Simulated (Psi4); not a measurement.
**SiH2Br2 (dibromosilane) at MN15/def2-TZVP (density fitting with cc-pvqz-jkfit, sweep point 5)**

Aim: the vertical ionisation energy of SiH2Br2 (dibromosilane) at MN15/def2-TZVP (density fitting with cc-pvqz-jkfit, sweep point 5), from 2 runs. 

Program for the calculation: Psi4 1.11.

8 further runs of the same task are left out: 2 for a known fault of the program, 4 that didn't finish, 2 set aside as unsound or not needed.

### 1 The structure to begin with

The species is SiH2Br2 (5 atoms), meant as a singlet with charge 0. As SMILES, `Br[SiH2]Br`. The coordinates come from a PBE0-D4/def2-TZVP relaxation.

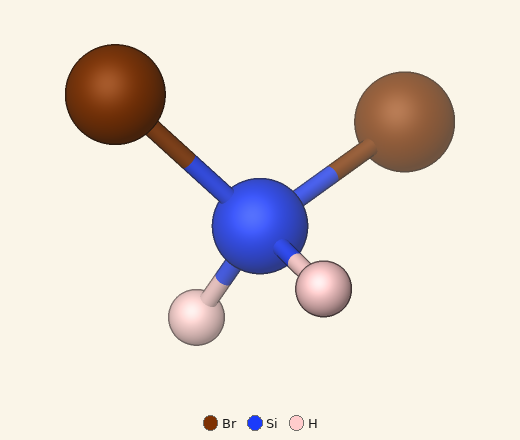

The structure, seen from a chosen angle (bromine brown, silicon blue, hydrogen pink).

### 2 A single-point energy at MN15/def2-TZVP (density fitting with cc-pvqz-jkfit, sweep point 5)

File calc.in:

```
memory 1.6 GB

molecule {
  0 1
  Br    -1.672690    -1.239290     0.362310
  Si     0.158230    -0.046290     0.054680
  Br    -0.295570     1.814160    -1.042010
  H      1.103430    -0.843230    -0.751710
  H      0.706590     0.314640     1.376730
  symmetry c1
}

set {
  basis                def2-TZVP
  puream               true
  scf_type             df
  dft_radial_points    99
  dft_spherical_points 590
  df_basis_scf         cc-pvqz-jkfit
}

energy_value, wavefunction = energy("mn15", return_wfn=True)
```

The run is started by

```
$ psi4 -n 1 calc.in calc.out
```

calc.out:

```text
[...]
  Running in c1 symmetry.
[...]
  Nuclear repulsion =  448.279262821226382
[...]
  Multiplicity = 1
[...]
  Nalpha       = 43
  Nbeta        = 43
[...]
    Number of basis functions: 145
[...]
   @DF-RKS iter   1: -5439.03674758069064   -2.38735e+00   1.45867e-02 DIIS/ADIIS
[...]
   @DF-RKS iter   8: -5439.65748295261346   -4.20505e-08   3.44316e-07 DIIS
[...]
    Orbital Energies [Eh]
    ---------------------
    Doubly Occupied:
       1A   -480.027457     2A   -480.027445     3A    -65.337579
       4A    -61.278005     5A    -61.277986     6A    -55.928400
       7A    -55.928389     8A    -55.924727     9A    -55.924716
      10A    -55.924541    11A    -55.924530    12A     -8.302012
      13A     -8.301998    14A     -6.401710    15A     -6.401699
      16A     -6.393754    17A     -6.393744    18A     -6.393309
      19A     -6.393298    20A     -5.228676    21A     -3.753089
      22A     -3.751028    23A     -3.747880    24A     -2.693500
      25A     -2.693489    26A     -2.691296    27A     -2.691285
      28A     -2.690955    29A     -2.690944    30A     -2.684668
      31A     -2.684665    32A     -2.684658    33A     -2.684654
      34A     -0.839741    35A     -0.816007    36A     -0.581968
[...]
  @DF-RKS Final Energy: -5439.65748295261346
   => Energetics <=
    Nuclear Repulsion Energy =            448.2792628212263821
    One-Electron Energy =               -8458.4831726906522817
    Two-Electron Energy =                2687.2723496972389512
    DFT Exchange-Correlation Energy =    -116.7259227804268136
    Empirical Dispersion Energy =           0.0000000000000000
    VV10 Nonlocal Energy =                  0.0000000000000000
    Total Energy =                      -5439.6574829526134636
[...]
 Multipole Moments:
 ------------------------------------------------------------------------------------
     Multipole            Electronic (a.u.)      Nuclear  (a.u.)        Total (a.u.)
 ------------------------------------------------------------------------------------
 L = 1.  Multiply by 2.5417464519 to convert [e a0] to [Debye]
 Dipole X            :         -6.0399697            6.4150284            0.3750587
 Dipole Y            :          1.7640393           -1.8737448           -0.1097054
 Dipole Z            :         -2.0857514            2.2153550            0.1296036
 Magnitude           :                                                    0.4117055
[...]
```

Run time: 40 s. Hardware: 1 thread of Intel Xeon at 2.70GHz, shared host; peak memory 1.1 GiB.

### 3 The doublet cation, same level

File calc.in:

```
memory 1600 MB

molecule m {
  1 2
  Br    -1.672690    -1.239290     0.362310
  Si     0.158230    -0.046290     0.054680
  Br    -0.295570     1.814160    -1.042010
  H      1.103430    -0.843230    -0.751710
  H      0.706590     0.314640     1.376730
  symmetry c1
}

set globals {
  basis                def2-TZVP
  reference            uks
  puream               true
  scf_type             df
  dft_radial_points    99
  dft_spherical_points 590
  df_basis_scf         cc-pvqz-jkfit
  maxiter              100
}

E, wfn = energy('mn15', return_wfn=True)
```

The run is started by

```
$ psi4 calc.in calc.out -n 1
```

calc.out:

```text
[...]
  Running in c1 symmetry.
[...]
  Nuclear repulsion =  448.279262821226382
[...]
  Multiplicity = 2
[...]
  Nalpha       = 43
  Nbeta        = 42
[...]
    Number of basis functions: 145
[...]
   @DF-UKS iter   1: -5438.72077032896686   -2.07137e+00   1.40945e-02 ADIIS/DIIS
[...]
   @DF-UKS iter  10: -5439.25946567022766   -1.71147e-07   5.46651e-07 DIIS
[...]
   @S^2 Observed:                7.551234402E-01
[...]
    Orbital Energies [Eh]
    ---------------------
    Alpha Occupied:
       1A   -480.270571     2A   -480.270530     3A    -65.553751
       4A    -61.520136     5A    -61.520092     6A    -56.169217
       7A    -56.169178     8A    -56.168807     9A    -56.168764
      10A    -56.165217    11A    -56.165177    12A     -8.542566
      13A     -8.542524    14A     -6.640022    15A     -6.639975
      16A     -6.639653    17A     -6.639616    18A     -6.630828
      19A     -6.630789    20A     -5.445952    21A     -3.969983
      22A     -3.968166    23A     -3.965399    24A     -2.934234
      25A     -2.934192    26A     -2.934077    27A     -2.934034
      28A     -2.927334    29A     -2.927297    30A     -2.927121
      31A     -2.927077    32A     -2.924988    33A     -2.924948
      34A     -1.072392    35A     -1.050201    36A     -0.803094
[...]
  @DF-UKS Final Energy: -5439.25946567022766
   => Energetics <=
    Nuclear Repulsion Energy =            448.2792628212263821
    One-Electron Energy =               -8438.3863467103183211
    Two-Electron Energy =                2667.3820895832122915
    DFT Exchange-Correlation Energy =    -116.5344713643478514
    Empirical Dispersion Energy =           0.0000000000000000
    VV10 Nonlocal Energy =                  0.0000000000000000
    Total Energy =                      -5439.2594656702276552
[...]
 Multipole Moments:
 ------------------------------------------------------------------------------------
     Multipole            Electronic (a.u.)      Nuclear  (a.u.)        Total (a.u.)
 ------------------------------------------------------------------------------------
 L = 1.  Multiply by 2.5417464519 to convert [e a0] to [Debye]
 Dipole X            :         -5.5395060            6.4150284            0.8755224
 Dipole Y            :          1.6184780           -1.8737448           -0.2552667
 Dipole Z            :         -1.9132555            2.2153550            0.3020996
 Magnitude           :                                                    0.9607105
[...]
```

Wall time 70 s (1 thread of Intel Xeon at 2.70GHz, shared host); peak memory 1.1 GiB.

### 4 Outcome

At MN15/def2-TZVP (density fitting with cc-pvqz-jkfit, sweep point 5):

| quantity | value |
| --- | --- |
| singlet SiH2Br2: total energy | -5439.65748 Eh |
| singlet SiH2Br2: dipole moment | 1.05 D |
| singlet SiH2Br2: HOMO energy | -9.33 eV |
| singlet SiH2Br2: LUMO energy | -0.06 eV |
| singlet SiH2Br2: HOMO–LUMO gap | 9.27 eV |
| doublet cation: total energy | -5439.25947 Eh |
| doublet cation: HOMO energy (highest over α and β) | -14.49 eV |
| doublet cation: LUMO energy (lowest over α and β) | -12.33 eV |
| doublet cation: ⟨S²⟩ | 0.755 |
| vertical ionisation energy (to the doublet cation) | 10.831 eV |

The vertical ionisation energy comes to 10.83 eV (1045 kJ/mol). The negative HOMO energy of the first species, 9.33 eV, lies 1.50 eV below that difference.
